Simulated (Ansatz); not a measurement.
# CHBrGaN: a spread of methods and bases

Aim: run CHBrGaN under a spread of inputs, and see what each costs and gives.

Method: the settings change from run to run; program: Ansatz 0.2.0, Gaussian basis.

## Step 1: The relaxed structure

The structure was relaxed beforehand with PBE0-D4 in a triple-zeta def2 set.

5 atoms, charge 0, spin multiplicity 1.

Atoms are counted from 1 here; the program's logs count them from 0.

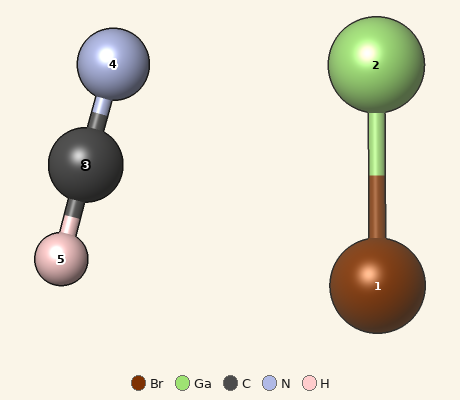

The structure; bromine brown, gallium green, carbon dark grey, nitrogen light blue, hydrogen pink; atoms are numbered from 1 in the order of the file.

## Step 2: wB97X/def2-mTZVP

in.yaml

```yaml
crystal:
  periodic: [false, false, false]
  atoms:
    - {symbol: Br, position_ang: [-1.984490, -1.206313, 0.135364]}
    - {symbol: Ga, position_ang: [-0.875280, -0.173311, 2.029188]}
    - {symbol: C, position_ang: [0.967846, 0.429316, -0.760704]}
    - {symbol: N, position_ang: [1.246408, 0.796425, 0.288899]}
    - {symbol: H, position_ang: [0.695315, 0.080182, -1.734147]}
basis:
  gaussian: {orbitals: def2-mTZVP}
hamiltonian: {xc: {name: wB97X}}
output: {forces: true}
```

On the command line:

```sh
> ansatz run in.yaml --threads 2 --pin off --events-out ev --progress --plain --max-ram 4352MiB
```

Standard output (excerpt; [...] marks lines left out):

```text
Functional definition: wB97X
  name "wB97X"
  cite "Chai & Head-Gordon, J. Chem. Phys. 128, 084106 (2008) doi:10.1063/1.2834918"
  cite "Becke, J. Chem. Phys. 107, 8554 (1997) doi:10.1063/1.475007"
[...]
  # The coefficients of nought are those of the uniform gas.
[...]
      + exact_x_lr(omega)
[...]
      + integral(e_c_pw_opposite_spin*poly(b97_u_opposite, 1, cos1, cos2, cos3, cos4))
1015 factors; integrals over basis functions are off by at most 7.2e-4 eV
242 factors; integrals over basis functions are off by at most 7.3e-6 eV
[...]
mean field -124970.45252028 eV, -4592.5794221051 hartree, gradient 3.9e-5 eV, S^2 0.000000; 0 other end points of the search recorded, 0 dependent functions left out
[...]
reference -124970.45249173 eV, -4592.5794210558 hartree; 40, 40 occupied and 73, 73 virtual orbitals, 1015 factors
Total energy: -124970.45249173 eV, -4592.5794210558 hartree
Atom 0 at    -1.984490    -1.206313     0.135364 Å, force    -0.017407    -0.020540    -0.052794 eV/Å
Atom 1 at    -0.875280    -0.173311     2.029188 Å, force    -0.017188     0.009705     0.107698 eV/Å
Atom 2 at     0.967846     0.429316    -0.760704 Å, force     0.020204     0.005709    -0.035390 eV/Å
Atom 3 at     1.246408     0.796425     0.288899 Å, force     0.013279     0.003556    -0.024279 eV/Å
Atom 4 at     0.695315     0.080182    -1.734147 Å, force     0.001111     0.001569     0.004765 eV/Å
Dipole moment:     0.295424     0.153258    -0.145177 e Å
```

Run time: 13 s. Hardware: 2 threads of Intel Xeon at 2.50GHz, shared host.

Largest force 0.109 eV/Å, dipole 1.74 D.

## Step 3: LC-wPBE/6-31G*

Options: the search for lower states set to off.

Edit in.yaml of step 2 so:

```diff
@@ -9,4 +9,4 @@
 basis:
-  gaussian: {orbitals: def2-mTZVP}
-hamiltonian: {xc: {name: wB97X}}
-output: {forces: true}
+  gaussian: {orbitals: "6-31G*"}
+hamiltonian: {xc: {name: LC-wPBE}}
+scf: {lower_state_search: off}
```

Same command.

Standard output (excerpt; [...] marks lines left out):

```text
Functional definition: LC-wPBE
  name "LC-wPBE"
  cite "Vydrov & Scuseria, J. Chem. Phys. 125, 234109 (2006) doi:10.1063/1.2409292"
  cite "Heyd & Scuseria, J. Chem. Phys. 120, 7274 (2004) doi:10.1063/1.1668634"
  cite "Ernzerhof & Perdew, J. Chem. Phys. 109, 3313 (1998) doi:10.1063/1.476928"
  cite "Perdew, Burke & Ernzerhof, Phys. Rev. Lett. 77, 3865 (1996) doi:10.1103/PhysRevLett.77.3865"
  parent pbe
[...]
1125 factors; their error is unknown
297 factors; integrals over basis functions are off by at most 1.9e-5 eV
[...]
mean field -124934.10504728 eV, -4591.2436771095 hartree, gradient 3.6e-6 eV, S^2 0.000000; 0 other end points of the search recorded, 0 dependent functions left out
reference -124934.10504728 eV, -4591.2436771097 hartree; 40, 40 occupied and 62, 62 virtual orbitals, 1125 factors
Total energy: -124934.10504728 eV, -4591.2436771097 hartree
Checks for a lower state left out: stability, starts, cluster_reference, orbital_swaps, neighbouring_geometries, increment
```

Wall time 2.7 s (2 threads of Intel Xeon at 2.50GHz, shared host).

## Step 4: RPBE/aug-cc-pVTZ

Set apart from the defaults: unrestricted orbitals, density fitting with cc-pVTZ-jkfit, D4 dispersion, relativity set to none.

Edit in.yaml of step 3 so:

```diff
@@ -9,4 +9,5 @@
 basis:
-  gaussian: {orbitals: "6-31G*"}
-hamiltonian: {xc: {name: LC-wPBE}}
-scf: {lower_state_search: off}
+  gaussian: {orbitals: aug-cc-pVTZ, fitting: {mean_field: cc-pVTZ-jkfit}}
+magnetization: {spin_polarized: true, initial_magnetization: 0}
+hamiltonian: {xc: {name: RPBE}, dispersion: d4, pseudopotentials: {relativity: none}}
+output: {forces: true}
```

The command is unchanged.

Standard output (excerpt; [...] marks lines left out):

```text
Functional definition: RPBE
  name "RPBE"
  cite "Hammer, Hansen & Nørskov, Phys. Rev. B 59, 7413 (1999) doi:10.1103/PhysRevB.59.7413"
  cite "Perdew, Burke & Ernzerhof, Phys. Rev. Lett. 77, 3865 (1996) doi:10.1103/PhysRevLett.77.3865"
[...]
602 factors; integrals over basis functions are off by at most 7.0e-1 eV
[...]
mean field -124965.36640368 eV, -4592.3925107676 hartree, gradient 8.1e-5 eV, S^2 0.000000; 0 other end points of the search recorded, 0 dependent functions left out
[...]
reference -124965.36645825 eV, -4592.3925127729 hartree; 40, 40 occupied and 193, 193 virtual orbitals, 602 factors
Total energy: -124965.78188262 eV, -4592.4077793370 hartree
Atom 0 at    -1.984490    -1.206313     0.135364 Å, force    -0.145828    -0.133470    -0.236516 eV/Å
Atom 1 at    -0.875280    -0.173311     2.029188 Å, force     0.137459     0.128282     0.236118 eV/Å
Atom 2 at     0.967846     0.429316    -0.760704 Å, force    -0.411283    -0.547425    -1.578532 eV/Å
Atom 3 at     1.246408     0.796425     0.288899 Å, force     0.473464     0.619281     1.759024 eV/Å
Atom 4 at     0.695315     0.080182    -1.734147 Å, force    -0.053812    -0.066667    -0.180094 eV/Å
Dipole moment:     0.263325     0.130437    -0.162281 e Å
```

Run time: 14 s. Hardware: 2 threads of Intel Xeon at 2.50GHz, shared host.

Largest force 1.924 eV/Å, dipole 1.61 D, ⟨S²⟩ 0.000.

## Step 5: LC-wPBE/def2-SVP

This run has charge -1, multiplicity 2, coordinates scaled by 1.25, high accuracy.

in.yaml

```yaml
crystal:
  periodic: [false, false, false]
  atoms:
    - {symbol: Br, position_ang: [-2.480612, -1.507892, 0.169205]}
    - {symbol: Ga, position_ang: [-1.094100, -0.216638, 2.536485]}
    - {symbol: C, position_ang: [1.209807, 0.536645, -0.950880]}
    - {symbol: N, position_ang: [1.558010, 0.995531, 0.361124]}
    - {symbol: H, position_ang: [0.869144, 0.100228, -2.167684]}
basis:
  gaussian: {orbitals: def2-SVP}
total_charge: -1
magnetization: {spin_polarized: true, initial_magnetization: 1}
hamiltonian: {xc: {name: LC-wPBE}}
accuracy: high
output: {forces: true}
```

Launched as before.

Standard output (excerpt; [...] marks lines left out):

```text
Functional definition: LC-wPBE
  name "LC-wPBE"
  cite "Vydrov & Scuseria, J. Chem. Phys. 125, 234109 (2006) doi:10.1063/1.2409292"
  cite "Heyd & Scuseria, J. Chem. Phys. 120, 7274 (2004) doi:10.1063/1.1668634"
  cite "Ernzerhof & Perdew, J. Chem. Phys. 109, 3313 (1998) doi:10.1063/1.476928"
  cite "Perdew, Burke & Ernzerhof, Phys. Rev. Lett. 77, 3865 (1996) doi:10.1103/PhysRevLett.77.3865"
  parent pbe
[...]
1791 factors; integrals over basis functions are off by at most 2.1e-8 eV
540 factors; integrals over basis functions are off by at most 2.4e-9 eV
[...]
mean field -124928.23061368 eV, -4591.0277956568 hartree, gradient 6.2e-8 eV, S^2 0.950295; 6 other end points of the search recorded, 0 dependent functions left out
[...]
reference -124928.23061368 eV, -4591.0277956568 hartree; 41, 40 occupied and 56, 57 virtual orbitals, 1791 factors
Total energy: -124928.23061368 eV, -4591.0277956568 hartree
Atom 0 at    -2.480612    -1.507892     0.169205 Å, force     0.402171     0.339505     0.499915 eV/Å
Atom 1 at    -1.094100    -0.216638     2.536485 Å, force    -0.333303    -0.316432    -0.601199 eV/Å
Atom 2 at     1.209807     0.536645    -0.950880 Å, force     2.467930     3.296025     9.531429 eV/Å
Atom 3 at     1.558010     0.995531     0.361124 Å, force    -3.698694    -4.910012   -14.126256 eV/Å
Atom 4 at     0.869144     0.100228    -2.167684 Å, force     1.161897     1.590914     4.696111 eV/Å
Dipole moment:     0.548956     0.220136    -0.614310 e Å
```

It took 54 s on 2 threads of Intel Xeon at 2.50GHz, shared host; peak memory 0.45 GiB.

Largest force 15.406 eV/Å, ⟨S²⟩ 0.950. The spin excess of 0.20 shows a contaminated determinant.

## Step 6: revPBE/cc-pVTZ

Set apart from the defaults: D3(BJ) with three-body dispersion.

in.yaml

```yaml
crystal:
  periodic: [false, false, false]
  atoms:
    - {symbol: Br, position_ang: [-1.984490, -1.206313, 0.135364]}
    - {symbol: Ga, position_ang: [-0.875280, -0.173311, 2.029188]}
    - {symbol: C, position_ang: [0.967846, 0.429316, -0.760704]}
    - {symbol: N, position_ang: [1.246408, 0.796425, 0.288899]}
    - {symbol: H, position_ang: [0.695315, 0.080182, -1.734147]}
basis:
  gaussian: {orbitals: cc-pVTZ}
hamiltonian: {xc: {name: revPBE}, dispersion: d3bjatm}
output: {forces: true}
```

Same command.

Standard output (excerpt; [...] marks lines left out):

```text
Functional definition: revPBE
  name "revPBE"
  cite "Zhang & Yang, Phys. Rev. Lett. 80, 890 (1998) doi:10.1103/PhysRevLett.80.890"
  cite "Perdew, Burke & Ernzerhof, Phys. Rev. Lett. 77, 3865 (1996) doi:10.1103/PhysRevLett.77.3865"
[...]
1136 factors; their error is unknown
[...]
mean field -124961.10497981 eV, -4592.2359063289 hartree, gradient 2.8e-5 eV, S^2 0.000000; 0 other end points of the search recorded, 0 dependent functions left out
[...]
reference -124961.10502478 eV, -4592.2359079816 hartree; 40, 40 occupied and 120, 120 virtual orbitals, 1136 factors
Total energy: -124961.40843322 eV, -4592.2470580361 hartree
Atom 0 at    -1.984490    -1.206313     0.135364 Å, force    -0.140466    -0.122852    -0.197383 eV/Å
Atom 1 at    -0.875280    -0.173311     2.029188 Å, force     0.090564     0.097900     0.226890 eV/Å
Atom 2 at     0.967846     0.429316    -0.760704 Å, force    -0.376156    -0.519654    -1.544895 eV/Å
Atom 3 at     1.246408     0.796425     0.288899 Å, force     0.479806     0.610141     1.689657 eV/Å
Atom 4 at     0.695315     0.080182    -1.734147 Å, force    -0.053748    -0.065536    -0.174269 eV/Å
Dipole moment:     0.268783     0.131488    -0.174455 e Å
```

Run time: 4.7 s. Hardware: 2 threads of Intel Xeon at 2.50GHz, shared host.

Largest force 1.859 eV/Å, dipole 1.66 D.

## Step 7: CCSD/def2-TZVP

Set apart from the defaults: correlated electrons set to outside_noble_gas.

Edit in.yaml of step 6 so:

```diff
@@ -9,4 +9,4 @@
 basis:
-  gaussian: {orbitals: cc-pVTZ}
-hamiltonian: {xc: {name: revPBE}, dispersion: d3bjatm}
-output: {forces: true}
+  gaussian: {orbitals: def2-TZVP}
+hamiltonian: {xc: {name: HF}}
+correlation: {method: ccsd, electrons: outside_noble_gas}
```

The command is unchanged.

Standard output (excerpt; [...] marks lines left out):

```text
Functional definition: HF
  name "HF"
  cite "Fock, Z. Phys. 61, 126 (1930) doi:10.1007/BF01340294"
  parent pbe
[...]
1097 factors; integrals over basis functions are off by at most 5.8e-4 eV
[...]
mean field -124863.66057861 eV, -4588.6548906351 hartree, gradient 2.8e-6 eV, S^2 0.000000; 0 other end points of the search recorded, 0 dependent functions left out
30 core orbitals not correlated, not the lowest: weight in the atoms' cores, before any rotation towards them, 0.995 or more for the frozen orbitals, at most 0.004 for the correlated occupied ones
reference -124863.66057861 eV, -4588.6548906351 hartree; 10, 10 occupied and 124, 124 virtual orbitals, 1097 factors
second order -15.09275031 eV of doubles, -0.00000000 eV of singles
cycle   1  -15.22643929 eV  change   -1.3e-1 eV  update   1.0e-1
[...]
cycle  11  -15.81516158 eV  change    2.5e-6 eV  update   3.4e-6
Total energy: -124879.47574019 eV, -4589.2360871031 hartree
```

Wall time 19 s (2 threads of Intel Xeon at 2.50GHz, shared host); peak memory 0.91 GiB.

T1 0.014.

## Step 8: B2GP-PLYP/aug-cc-pVTZ

Set apart from the defaults: density fitting with cc-pVTZ-jkfit.

Edit in.yaml of step 7 so:

```diff
@@ -9,4 +9,4 @@
 basis:
-  gaussian: {orbitals: def2-TZVP}
-hamiltonian: {xc: {name: HF}}
-correlation: {method: ccsd, electrons: outside_noble_gas}
+  gaussian: {orbitals: aug-cc-pVTZ, fitting: {mean_field: cc-pVTZ-jkfit}}
+hamiltonian: {xc: {name: B2GP-PLYP}}
+output: {forces: true}
```

Same command.

Standard output (excerpt; [...] marks lines left out):

```text
Functional definition: B2GP-PLYP
  name "B2GP-PLYP"
  cite "Karton, Tarnopolsky, Lamère, Schatz & Martin, J. Phys. Chem. A 112, 12868 (2008) doi:10.1021/jp801805p"
  cite "Becke, Phys. Rev. A 38, 3098 (1988) doi:10.1103/PhysRevA.38.3098"
  cite "Lee, Yang & Parr, Phys. Rev. B 37, 785 (1988) doi:10.1103/PhysRevB.37.785"
[...]
602 factors; integrals over basis functions are off by at most 7.0e-1 eV
[...]
mean field -124932.24979345 eV, -4591.1754977890 hartree, gradient 6.0e-6 eV, S^2 0.000000; 0 other end points of the search recorded, 0 dependent functions left out
20 core orbitals not correlated: weight in the atoms' cores, before any rotation towards them, 1.000 or more for the frozen orbitals, at most 0.000 for the correlated occupied ones
reference -124932.24991542 eV, -4591.1755022713 hartree; 20, 20 occupied and 193, 193 virtual orbitals, 602 factors
second order -22.63292974 eV of doubles, -0.00000000 eV of singles
[...]
Total energy: -124940.39777013 eV, -4591.4749304090 hartree
Atom 0 at    -1.984490    -1.206313     0.135364 Å, force    -0.002447    -0.001740    -0.001306 eV/Å
Atom 1 at    -0.875280    -0.173311     2.029188 Å, force    -0.024255    -0.007973     0.036486 eV/Å
Atom 2 at     0.967846     0.429316    -0.760704 Å, force    -0.230759    -0.326699    -0.989910 eV/Å
Atom 3 at     1.246408     0.796425     0.288899 Å, force     0.200264     0.261334     0.740793 eV/Å
Atom 4 at     0.695315     0.080182    -1.734147 Å, force     0.057196     0.075079     0.213936 eV/Å
Dipole moment:     0.279625     0.141379    -0.157043 e Å
```

Run time: 35 s. Hardware: 2 threads of Intel Xeon at 2.50GHz, shared host; peak memory 0.63 GiB.

Largest force 1.068 eV/Å, dipole 1.68 D.

## Step 9: B3LYP/STO-3G

This run has charge +1, multiplicity 2.

Edit in.yaml of step 8 so:

```diff
@@ -9,4 +9,6 @@
 basis:
-  gaussian: {orbitals: aug-cc-pVTZ, fitting: {mean_field: cc-pVTZ-jkfit}}
-hamiltonian: {xc: {name: B2GP-PLYP}}
+  gaussian: {orbitals: STO-3G}
+total_charge: 1
+magnetization: {spin_polarized: true, initial_magnetization: 1}
+hamiltonian: {xc: {name: B3LYP}}
 output: {forces: true}
```

Same command.

Standard output (excerpt; [...] marks lines left out):

```text
Functional definition: B3LYP
  name "B3LYP"
  cite "Stephens, Devlin, Chabalowski & Frisch, J. Phys. Chem. 98, 11623 (1994) doi:10.1021/j100096a001"
  cite "Becke, Phys. Rev. A 38, 3098 (1988) doi:10.1103/PhysRevA.38.3098"
  cite "Lee, Yang & Parr, Phys. Rev. B 37, 785 (1988) doi:10.1103/PhysRevB.37.785"
  cite "Vosko, Wilk & Nusair, Can. J. Phys. 58, 1200 (1980) doi:10.1139/p80-159"
[...]
503 factors; integrals over basis functions are off by at most 4.4e-5 eV
[...]
mean field -123545.35802022 eV, -4540.2081651916 hartree, gradient 2.7e-6 eV, S^2 0.751830; 6 other end points of the search recorded, 0 dependent functions left out
[...]
reference -123545.35819790 eV, -4540.2081717214 hartree; 40, 39 occupied and 7, 8 virtual orbitals, 503 factors
Total energy: -123545.35819790 eV, -4540.2081717214 hartree
Atom 0 at    -1.984490    -1.206313     0.135364 Å, force     1.265950     1.242215     2.498512 eV/Å
Atom 1 at    -0.875280    -0.173311     2.029188 Å, force    -0.752035    -0.980052    -2.774668 eV/Å
Atom 2 at     0.967846     0.429316    -0.760704 Å, force    -1.356417    -1.922268    -5.828794 eV/Å
Atom 3 at     1.246408     0.796425     0.288899 Å, force     0.913101     1.916075     7.239377 eV/Å
Atom 4 at     0.695315     0.080182    -1.734147 Å, force    -0.070599    -0.255970    -1.134427 eV/Å
Dipole moment:     0.097833     0.066166     0.034060 e Å
```

Run time: 11 s. Hardware: 2 threads of Intel Xeon at 2.50GHz, shared host.

Largest force 7.544 eV/Å, ⟨S²⟩ 0.752.

## Step 10: BHLYP/aug-pcseg-2

Set apart from the defaults: finite nuclei.

Edit in.yaml of step 9 so:

```diff
@@ -9,6 +9,4 @@
 basis:
-  gaussian: {orbitals: STO-3G}
-total_charge: 1
-magnetization: {spin_polarized: true, initial_magnetization: 1}
-hamiltonian: {xc: {name: B3LYP}}
+  gaussian: {orbitals: aug-pcseg-2, nuclear_model: gaussian}
+hamiltonian: {xc: {name: BHLYP}}
 output: {forces: true}
```

The command is unchanged.

Standard output (excerpt; [...] marks lines left out):

```text
Functional definition: BHLYP
  name "BHLYP"
  cite "Becke, J. Chem. Phys. 98, 1372 (1993) doi:10.1063/1.464304"
  cite "Becke, Phys. Rev. A 38, 3098 (1988) doi:10.1103/PhysRevA.38.3098"
  cite "Lee, Yang & Parr, Phys. Rev. B 37, 785 (1988) doi:10.1103/PhysRevB.37.785"
[...]
1476 factors; their error is unknown
[...]
mean field -124968.36314476 eV, -4592.5026389712 hartree, gradient 4.9e-5 eV, S^2 0.000000; 0 other end points of the search recorded, 0 dependent functions left out
[...]
reference -124968.36332335 eV, -4592.5026455343 hartree; 40, 40 occupied and 193, 193 virtual orbitals, 1476 factors
Total energy: -124968.36332335 eV, -4592.5026455343 hartree
Atom 0 at    -1.984490    -1.206313     0.135364 Å, force    -0.081017    -0.069069    -0.104315 eV/Å
Atom 1 at    -0.875280    -0.173311     2.029188 Å, force     0.011122     0.037214     0.162131 eV/Å
Atom 2 at     0.967846     0.429316    -0.760704 Å, force     0.346072     0.427516     1.151703 eV/Å
Atom 3 at     1.246408     0.796425     0.288899 Å, force    -0.370800    -0.519885    -1.563530 eV/Å
Atom 4 at     0.695315     0.080182    -1.734147 Å, force     0.094623     0.124224     0.354012 eV/Å
Dipole moment:     0.288624     0.147016    -0.156299 e Å
```

It took 23 s on 2 threads of Intel Xeon at 2.50GHz, shared host; peak memory 0.79 GiB.

Largest force 1.689 eV/Å, dipole 1.73 D.

## Step 11: The runs in one table

```
                level  charge  multiplicity  geometry  functions  energy (eV)   time
     wB97X/def2-mTZVP       0             1   relaxed        113  -124970.452   13 s
       LC-wPBE/6-31G*       0             1   relaxed        102  -124934.105  2.7 s
     RPBE/aug-cc-pVTZ       0             1   relaxed        233  -124965.782   14 s
     LC-wPBE/def2-SVP      -1             2    scaled         97  -124928.231   54 s
       revPBE/cc-pVTZ       0             1   relaxed        160  -124961.408  4.7 s
       CCSD/def2-TZVP       0             1   relaxed        164  -124879.476   19 s
B2GP-PLYP/aug-cc-pVTZ       0             1   relaxed        233  -124940.398   35 s
         B3LYP/STO-3G       1             2   relaxed         47  -123545.358   11 s
    BHLYP/aug-pcseg-2       0             1   relaxed        233  -124968.363   23 s
```

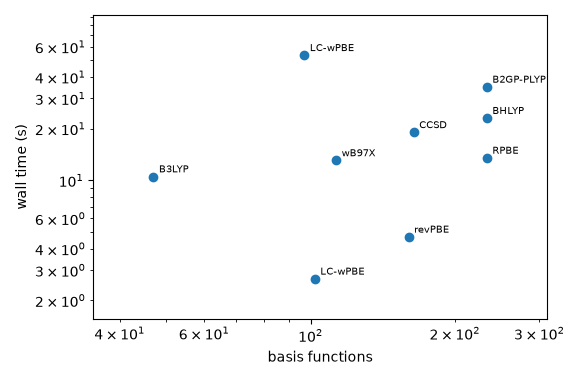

Wall time against the number of basis functions (shared host).

## Step 12: Outcome

| quantity | value |
| --- | --- |
| runs | 9 |
| quickest | LC-wPBE/6-31G*, 2.7 s |
| slowest | LC-wPBE/def2-SVP, 54 s |
| spread of total energies, same state and geometry | 91.0 eV |
| dipole, same state and geometry | 1.61 to 1.74 D |

Run time spans a factor of 20, from LC-wPBE/6-31G* to LC-wPBE/def2-SVP. The jobs differ in tasks and options as well as level. The totals spread over 91 eV; they can't be compared across methods or bases. At the PBE0-D4/def2-TZVP geometry and in the same state, runs without warnings or point charges leave forces up to 1.92 eV/Å (RPBE/aug-cc-pVTZ). At that geometry and state the dipole changes by 8 % between the lowest and highest value.
